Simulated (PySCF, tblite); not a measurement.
# C₈H₁₁ radical: geometry, infrared bands and EPR parameters

What infrared bands and EPR parameters should C₈H₁₁ radical (`C#C[C@@H]1C[C@@H]1[CH]CC`) show?

The runs use tblite 0.8.0 and PySCF 2.14.0, with density-fitted response routines of our own; the level of theory stands in each step. All values are computed, except where a source is named. Atoms are numbered from 0 throughout.

### Step 1. The molecule as given

19 atoms, charge 0, multiplicity 2; geometry from: force field or distance geometry start.

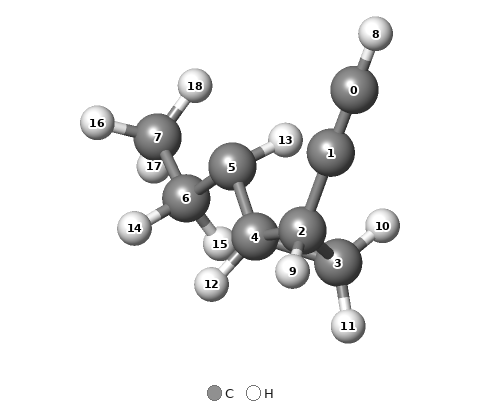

The starting geometry (carbon grey, hydrogen white), atoms numbered.

### Step 2. Geometry optimisation with GFN2-xTB

What the job is given:

```
{"job": {"kind": "relax", "xc": "GFN2-xTB", "basis": "xTB"}, "charge": 0, "multiplicity": 2}
C      2.214700     1.184700    -2.510100
C      2.151300     0.893300    -1.342300
C      2.110800     0.545900     0.094600
C      1.712800    -0.887600     0.357400
C      0.763900     0.239200     0.666800
C     -0.514600     0.369000    -0.139900
C     -1.615900    -0.033400     0.806200
C     -2.981500     0.031500     0.194900
H      2.264900     1.439800    -3.552800
H      2.901300     0.977700     0.739400
H      1.557300    -1.499600    -0.543700
H      2.250000    -1.334600     1.227600
H      0.610600     0.442600     1.763300
H     -0.487300    -0.375700    -0.961500
H     -1.589500     0.690400     1.669900
H     -1.380700    -1.026000     1.235100
H     -3.407900     1.032300     0.462800
H     -3.597600    -0.764000     0.726000
H     -2.972300    -0.128900    -0.901200
```

Run with:

```
> OMP_NUM_THREADS=1 python probes_run.py task.json out
```

One launch serves the whole session: the jobs run in the order shown.

The log of the run:

```text
step      E/eV     max force
  0    -613.21251    3.376
  1    -613.55760    2.054
  2    -613.69596    4.158
  3    -613.75947    3.254
  4    -613.85624    0.736
  5    -613.88988    0.512
  6    -613.95123    1.390
  7    -613.98960    1.113
  8    -614.01608    0.459
  9    -614.03374    0.406
 10    -614.05042    0.650
 11    -614.06453    0.558
 12    -614.07600    0.274
 13    -614.08617    0.309
 14    -614.09703    0.447
 15    -614.10748    0.433
 16    -614.11589    0.282
 17    -614.12338    0.271
 18    -614.13129    0.392
 19    -614.13923    0.404
 20    -614.14601    0.259
 21    -614.15109    0.152
 22    -614.15515    0.206
 23    -614.15857    0.242
 24    -614.16118    0.151
 25    -614.16309    0.112
 26    -614.16484    0.130
 27    -614.16712    0.188
 28    -614.16925    0.151
 29    -614.17193    0.152
 30    -614.17508    0.206
 31    -614.17876    0.289
 32    -614.18255    0.233
 33    -614.18607    0.151
 34    -614.18936    0.151
 35    -614.19372    0.256
 36    -614.20024    0.307
 37    -614.20874    0.281
 38    -614.21710    0.233
 39    -614.22357    0.228
 40    -614.22756    0.235
 41    -614.21966    0.492
 42    -614.23174    0.123
 43    -614.23329    0.111
 44    -614.23803    0.161
 45    -614.23920    0.142
 46    -614.24166    0.092
 47    -614.24277    0.121
 48    -614.24444    0.118
 49    -614.24588    0.123
 50    -614.24753    0.110
 51    -614.24917    0.130
 52    -614.25105    0.140
 53    -614.25270    0.143
 54    -614.25454    0.202
 55    -614.25648    0.172
 56    -614.26011    0.111
 57    -614.26166    0.113
 58    -614.26364    0.069
 59    -614.26456    0.072
 60    -614.26562    0.062
 61    -614.26656    0.074
 62    -614.26721    0.057
 63    -614.26776    0.061
 64    -614.26841    0.063
 65    -614.26916    0.058
 66    -614.26988    0.055
 67    -614.27052    0.064
 68    -614.27122    0.070
 69    -614.27226    0.078
 70    -614.27378    0.091
 71    -614.27560    0.106
 72    -614.27737    0.085
 73    -614.27919    0.114
 74    -614.28123    0.138
 75    -614.28334    0.111
 76    -614.28450    0.179
 77    -614.28667    0.133
 78    -614.28813    0.094
 79    -614.29026    0.089
 80    -614.29150    0.097
 81    -614.29286    0.092
 82    -614.29373    0.074
 83    -614.29438    0.076
 84    -614.29501    0.073
 85    -614.29556    0.060
 86    -614.29601    0.060
 87    -614.29623    0.034
 88    -614.29637    0.033
 89    -614.29649    0.028
 90    -614.29662    0.028
 91    -614.29671    0.021
 92    -614.29680    0.018
 93    -614.29688    0.020
 94    -614.29697    0.026
 95    -614.29706    0.025
 96    -614.29715    0.026
 97    -614.29724    0.027
 98    -614.29733    0.025
 99    -614.29744    0.030
100    -614.29756    0.027
101    -614.29769    0.026
102    -614.29781    0.028
103    -614.29794    0.030
104    -614.29811    0.032
105    -614.29837    0.037
106    -614.29870    0.032
107    -614.29899    0.035
108    -614.29917    0.067
109    -614.29934    0.040
110    -614.29958    0.040
111    -614.30013    0.045
112    -614.30060    0.039
113    -614.30086    0.023
114    -614.30094    0.018
115    -614.30101    0.017
116    -614.30108    0.016
117    -614.30114    0.016
118    -614.30118    0.014
119    -614.30121    0.014
120    -614.30126    0.022
121    -614.30133    0.018
122    -614.30141    0.018
123    -614.30150    0.020
124    -614.30160    0.024
125    -614.30172    0.031
126    -614.30191    0.028
127    -614.30216    0.029
128    -614.30248    0.040
129    -614.30282    0.047
130    -614.30313    0.046
131    -614.30339    0.040
132    -614.30355    0.028
133    -614.30359    0.030
134    -614.30373    0.026
135    -614.30380    0.019
136    -614.30390    0.016
137    -614.30400    0.018
138    -614.30406    0.024
139    -614.30422    0.029
140    -614.30444    0.033
141    -614.30484    0.052
142    -614.30542    0.070
143    -614.30612    0.073
144    -614.30670    0.057
145    -614.30681    0.110
146    -614.30772    0.051
147    -614.30818    0.045
148    -614.30967    0.090
149    -614.31082    0.140
150    -614.31203    0.125
151    -614.31355    0.065
152    -614.31410    0.090
153    -614.31487    0.058
154    -614.31556    0.039
155    -614.31605    0.043
156    -614.31642    0.048
157    -614.31680    0.045
158    -614.31718    0.065
159    -614.31759    0.074
160    -614.31802    0.073
161    -614.31865    0.066
162    -614.31930    0.085
163    -614.31977    0.048
164    -614.32031    0.077
165    -614.32066    0.076
166    -614.32090    0.030
167    -614.32102    0.029
168    -614.32109    0.041
169    -614.32114    0.022
170    -614.32120    0.022
171    -614.32126    0.026
172    -614.32130    0.014
173    -614.32132    0.011
174    -614.32133    0.007
```

It took 1.2 s on 1 thread of Intel Xeon Platinum 8488C, shared host.

Relaxation path: (not every step is listed)

```csv
step,energy from step 0 (eV),largest force (eV/Å)
0,0.0000,3.3761
1,-0.3451,2.0545
2,-0.4835,4.1581
3,-0.5470,3.2543
4,-0.6437,0.7357
5,-0.6774,0.5123
6,-0.7387,1.3899
7,-0.7771,1.1126
8,-0.8036,0.4594
24,-0.9487,0.1505
40,-1.0151,0.2347
56,-1.0476,0.1108
72,-1.0649,0.0852
88,-1.0839,0.0333
104,-1.0856,0.0323
120,-1.0888,0.0225
136,-1.0914,0.0155
152,-1.1016,0.0899
168,-1.1086,0.0412
169,-1.1086,0.0219
170,-1.1087,0.0223
171,-1.1088,0.0264
172,-1.1088,0.0145
173,-1.1088,0.0112
174,-1.1088,0.0073
```

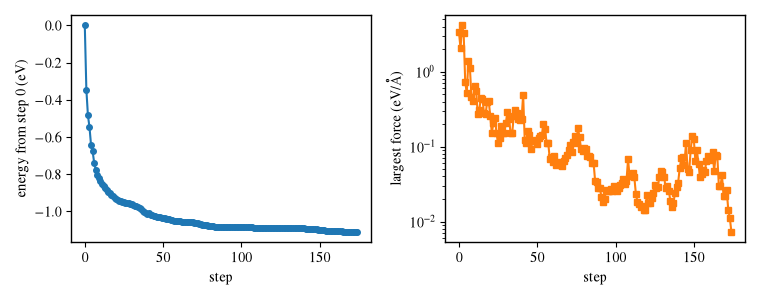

Energy and force, step by step.

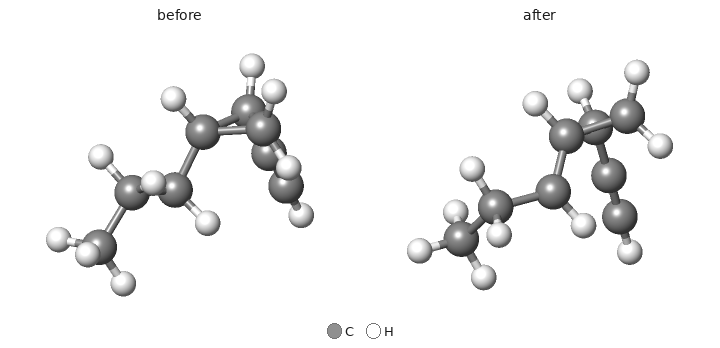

Before and after, at one scale.

Distances of close pairs at the start and the end, largest changes first:

```
  bond  before (Å)  after (Å)  change (Å)
 C4–C5       1.517      1.430      -0.087
 C2–C4       1.495      1.565      +0.070
 C1–C2       1.479      1.419      -0.059
C7–H17       1.138      1.088      -0.050
 C6–C7       1.498      1.539      +0.041
C4–H12       1.126      1.085      -0.041
C3–H11       1.116      1.080      -0.036
C6–H14       1.127      1.093      -0.034
```

The next job starts from the end point, and lists it.

### Step 3. Harmonic vibrations with GFN2-xTB

What the job is given:

```
{"job": {"kind": "ir", "xc": "GFN2-xTB", "basis": "xTB"}, "charge": 0, "multiplicity": 2}
C      1.367412     1.065747    -2.536748
C      1.583509     0.891235    -1.369603
C      1.811887     0.676636     0.014802
C      2.167868    -0.687110     0.518261
C      0.789553    -0.164684     0.848805
C     -0.385704    -0.718412     0.250496
C     -1.741990    -0.498496     0.806183
C     -2.486149     0.621754     0.057842
H      1.196858     1.226953    -3.558559
H      2.233765     1.531273     0.531710
H      2.226603    -1.480803    -0.211707
H      2.890058    -0.763903     1.317332
H      0.651640     0.213416     1.856422
H     -0.305638    -1.154557    -0.732330
H     -1.677370    -0.235067     1.864738
H     -2.333831    -1.415089     0.716497
H     -1.944235     1.559614     0.150337
H     -3.485983     0.751575     0.466194
H     -2.568058     0.376544    -0.998136
```

The log of the run:

```text
mode    cm-1     km/mol
  1      35.4      0.29
  2      42.0      0.27
  3     120.1      0.25
  4     173.2      0.01
  5     197.5      0.07
  6     277.5      0.14
  7     284.3      0.13
  8     347.1      0.24
  9     404.8      0.85
 10     462.9      1.95
 11     493.9      1.32
 12     593.8     16.96
 13     635.6     17.01
 14     656.5     19.92
 15     731.2      6.70
 16     800.8      6.30
 17     845.0      1.56
 18     869.0      1.18
 19     900.5      4.74
 20     967.8     10.49
 21     992.8      5.90
 22    1037.8      2.15
 23    1052.6      4.88
 24    1056.3      0.95
 25    1060.9      4.11
 26    1104.3      1.26
 27    1155.6      1.19
 28    1195.2      1.87
 29    1223.0      1.50
 30    1235.1      4.84
 31    1274.9      3.27
 32    1314.4      0.48
 33    1336.1      4.69
 34    1395.2      1.93
 35    1412.1      3.41
 36    1444.2      0.22
 37    1479.6      0.65
 38    1495.2      2.80
 39    1502.7      1.37
 40    2266.3     24.15
 41    2930.9     45.09
 42    2966.8     38.43
 43    3019.5     10.58
 44    3025.2     54.29
 45    3027.9     41.06
 46    3039.1     45.90
 47    3043.1     21.51
 48    3082.0     30.26
 49    3097.4     11.09
 50    3103.1     69.53
 51    3400.9      5.06
```

Run time: 0.64 s. Hardware: 1 thread of Intel Xeon Platinum 8488C, shared host.

Which atoms move in the most intense modes:

| cm⁻¹ | km/mol | atoms |
| --- | --- | --- |
| 2266 | 24.1 | C1 59 %, C0 31 % |
| 2931 | 45.1 | H15 92 % |
| 2967 | 38.4 | H14 92 % |
| 3025 | 54.3 | H17 93 % |
| 3028 | 41.1 | H12 74 %, H9 17 % |
| 3039 | 45.9 | H18 45 %, H16 45 % |
| 3082 | 30.3 | H11 73 %, H10 22 % |
| 3103 | 69.5 | H10 51 %, H13 25 %, H11 14 % |

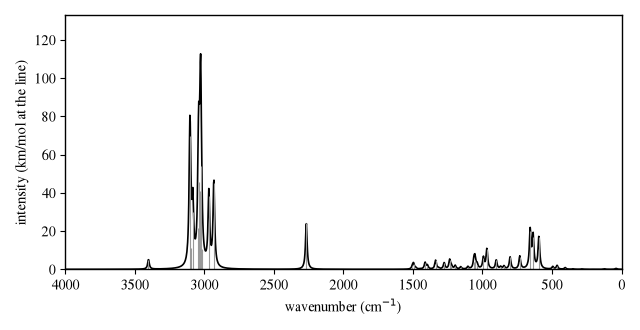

The infrared spectrum from these modes, unscaled. Lines are broadened to a width of 14 cm⁻¹ (Lorentzian).

### Step 4. g tensor and hyperfine couplings: B3LYP/pcH-1

Settings changed since step 3:

```diff
@@ -1,2 +1,2 @@
-{"job": {"kind": "ir", "xc": "GFN2-xTB", "basis": "xTB"}, "charge": 0, "multiplicity": 2}
+{"job": {"kind": "epr", "basis": "pcH-1"}, "charge": 0, "multiplicity": 2}
 C      1.367412     1.065747    -2.536748
```

With the program's defaults for keys left out, this is: UKS B3LYP, pcH-1 on C H, non-relativistic, mean-field spin-orbit, GIAO.

The log of the run:

```text
UKS, coarse grid
  cycle   1  E = -311.27616404  |g| = 3.64e-01
  cycle   2  E = -311.27088796  |g| = 3.86e-01
  cycle   3  E = -311.34884197  |g| = 4.34e-02
  cycle   4  E = -311.34935738  |g| = 3.26e-02
  cycle   5  E = -311.34982238  |g| = 1.49e-02
  cycle   6  E = -311.34992376  |g| = 5.31e-03
  cycle   7  E = -311.34993866  |g| = 1.65e-03
  cycle   8  E = -311.34994072  |g| = 6.87e-04
UKS, final grid
  cycle   1  E = -311.34989844  |g| = 9.03e-04
  cycle   2  E = -311.34989805  |g| = 1.28e-03
  cycle   3  E = -311.34989884  |g| = 1.43e-04
  cycle   4  E = -311.34989885  |g| = 4.52e-05
  cycle   5  E = -311.34989885  |g| = 2.75e-05
E = -311.34989885 Eh   <S^2> = 0.7551 (exact 0.7500)
g shifts (ppm)      1          2          3
  rmc          -155       -155       -155
  gc             10         30         51
  oz_so         -21        491        684
  total        -166        366        580
hyperfine (MHz)  atom isotope    a_iso     a_fc   dipolar eigenvalues
    0   13C       2.69       2.69     -1.61     -1.01      2.61
    1   13C      -6.81      -6.81     -1.29      0.14      1.14
    2   13C      69.38      69.38    -12.05    -11.81     23.85
    3   13C      34.77      34.77     -7.48     -7.17     14.65
    4   13C     -36.60     -36.60     -5.85      0.41      5.44
    5   13C      88.52      88.52    -75.20    -74.22    149.42
    6   13C     -28.79     -28.79     -2.16     -0.03      2.19
    7   13C      80.79      80.79     -5.07     -5.05     10.13
    8    1H      -1.56      -1.56     -1.48     -0.49      1.97
    9    1H       2.52       2.52     -6.11     -1.47      7.58
   10    1H      -4.56      -4.56     -5.04     -1.17      6.21
   11    1H       4.76       4.76     -4.03     -1.56      5.60
   12    1H       5.07       5.07     -4.11     -2.93      7.04
   13    1H     -56.26     -56.26    -34.86     -0.71     35.57
   14    1H       9.10       9.10     -4.69     -3.67      8.36
   15    1H      59.03      59.03     -4.84     -4.21      9.05
   16    1H      -3.96      -3.96     -4.96     -1.82      6.78
   17    1H      15.46      15.46     -3.23     -1.63      4.86
   18    1H      -2.63      -2.63     -4.80     -2.14      6.94
```

Run time: 87 s. Hardware: 1 thread of Intel Xeon Platinum 8488C, shared host; peak memory 1 GiB.

Principal g values 2.00215, 2.00269, 2.00290; g(iso) = 2.00258, against 2.00232 for a free electron.

Hyperfine couplings; where a row names several nuclei, a(iso) is their mean (it holds for fast rotation or exchange) and the dipolar term the largest among them:

```csv
nuclei,isotope,a(iso) (MHz),"a(iso) (G, at g = 2.0023)",largest dipolar term (MHz)
C5,13C,88.5,31.6,149.4
C7,13C,80.8,28.8,10.1
C2,13C,69.4,24.8,23.9
H15,1H,59.0,21.1,9.1
H13,1H,-56.3,-20.1,35.6
C4,13C,-36.6,-13.1,-5.9
C3,13C,34.8,12.4,14.7
C6,13C,-28.8,-10.3,2.2
H14,1H,9.1,3.2,8.4
C1,13C,-6.8,-2.4,-1.3
H12,1H,5.1,1.8,7.0
H11,1H,4.8,1.7,5.6
H10,1H,-4.6,-1.6,6.2
"H16, H17, H18",1H,3.0,1.1,6.9
```

Mulliken spin populations:

C0 0.02; C1 -0.01; C2 0.12; C3 0.06; C4 -0.11; C5 0.96; C6 -0.07; C7 0.04; H8 0.00; H9 0.00; H10 0.00; H11 0.00; H12 0.00; H13 -0.04; H14 0.00; H15 0.02; H16 0.00; H17 0.01; H18 0.00

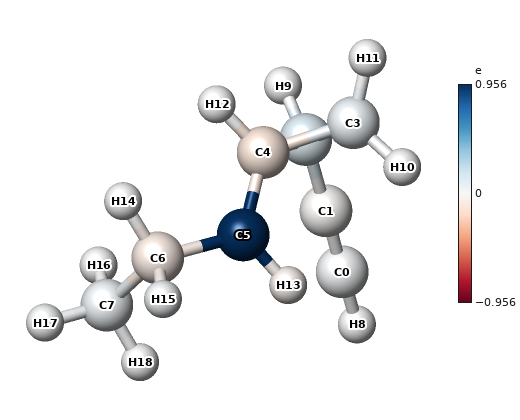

Mulliken spin populations, as colours on the atoms.

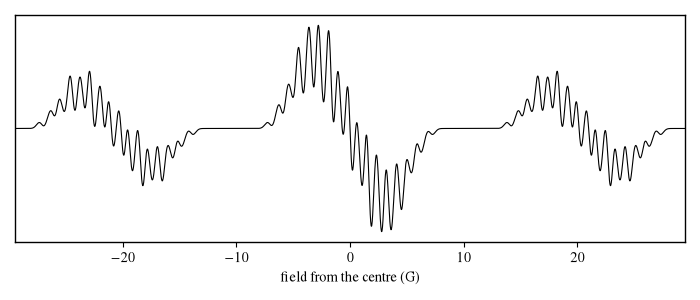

First-order isotropic spectrum (first derivative, main isotopes with spin only, couplings over 0.8 MHz, Gaussian width 0.3 G; couplings of the frozen geometry, rotation of groups not averaged beyond the rows shown).

The fields below are evaluated on a grid from the run's orbitals.

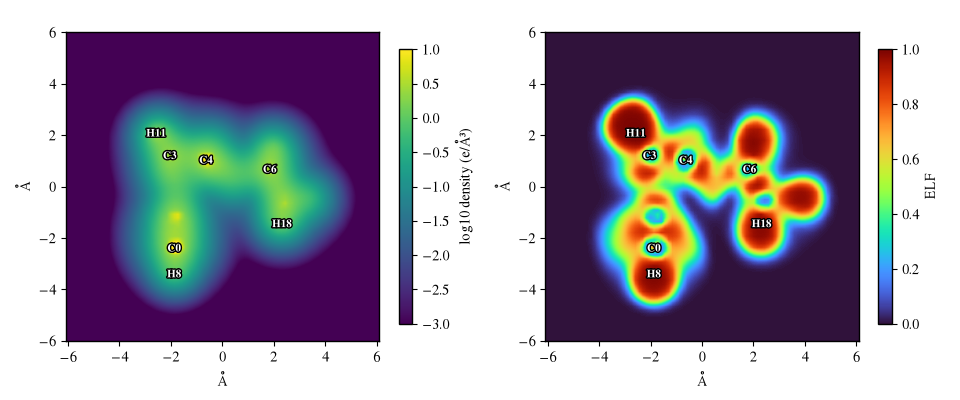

Density (left) and ELF (right) in a plane through or near 7 of the atoms.

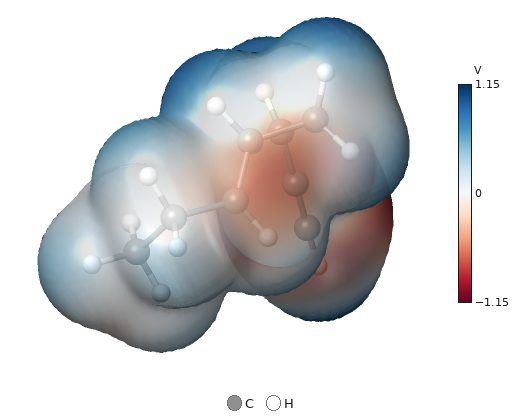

The potential that a unit positive charge feels on the 0.002 e/bohr³ surface, from -0.95 V near C0 to 1.15 V near H8.

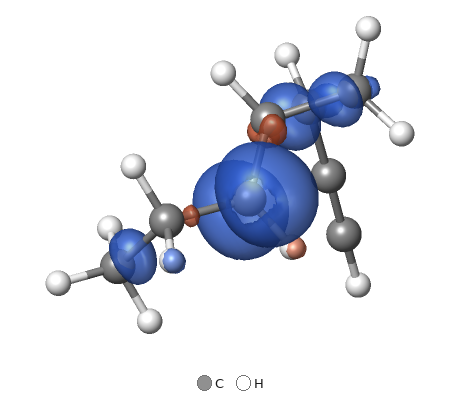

Spin density at ±0.04 e/Å³ (alpha excess blue, beta excess red).

### Step 5. Results

| quantity | value |
| --- | --- |
| strongest single infrared mode (GFN2-xTB) | 3103 cm⁻¹, 70 km/mol |
| zero-point energy (GFN2-xTB) | 99.5 kcal/mol |
| g(iso) (B3LYP) | 2.00258 |
| ⟨S²⟩ | 0.755 (exact 0.75) |
| largest a(iso) (averaged by class) | 13C on C5, 88.5 MHz |
| potential on the surface of density 0.002 e/bohr³, 1st and 99th percentile | -0.95 V and 1.15 V |

Over 174 steps the energy fell by 1.109 eV; of the close pairs, C4–C5 changed most, 1.517 to 1.430 Å. All 51 modes are real, so the xTB geometry is a minimum. The strongest single mode, at 3103 cm⁻¹, moves mainly H10. GFN2-xTB is a fitted tight-binding method: band positions and strengths are rough. Its intensities can rank the bands wrongly. C5 carries the largest spin population, 0.96 e. The isotropic g lies 0.3 ppt above the free-electron value. These values are for one conformer; the search (at its own cheap level) found 1 more, at 0.38 kcal/mol, and measured spectra average over such forms.
